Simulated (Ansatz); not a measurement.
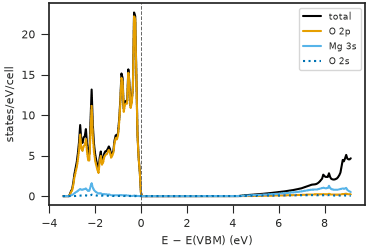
Fig. 1. Total and projected density of states of MgO in space group P4_2/mnm (No. 136; Mg on 4g, O on 4f), DFT-r²SCAN in the program Ansatz with PAW potentials

Question: Which orbitals carry the states next to the gap?

Answer: Top 1 eV of the valence band: O 2p 97 %. Bottom 1 eV of the conduction band: Mg 3s 64 %, O 2s 24 %, O 2p 8 %. Projections are on Löwdin-orthogonalised atomic valence shells; empty p or d shells of many metals are not among them.

Question: Where is the tallest occupied peak in this window, and what makes it?

Answer: Near -0.3 eV, about 23 states/eV per cell; the largest projected share is O 2p.

The start of the workflow was typed in or built on a structure type; neither database checked (COD, Materials Project) lists it. It is not the phase usual at ambient conditions (space group No. 225). The r²SCAN relaxation kept the symmetry of its start; whether a distortion lowers the energy is not shown.

Potentials: the later of the program's two PAW sets.
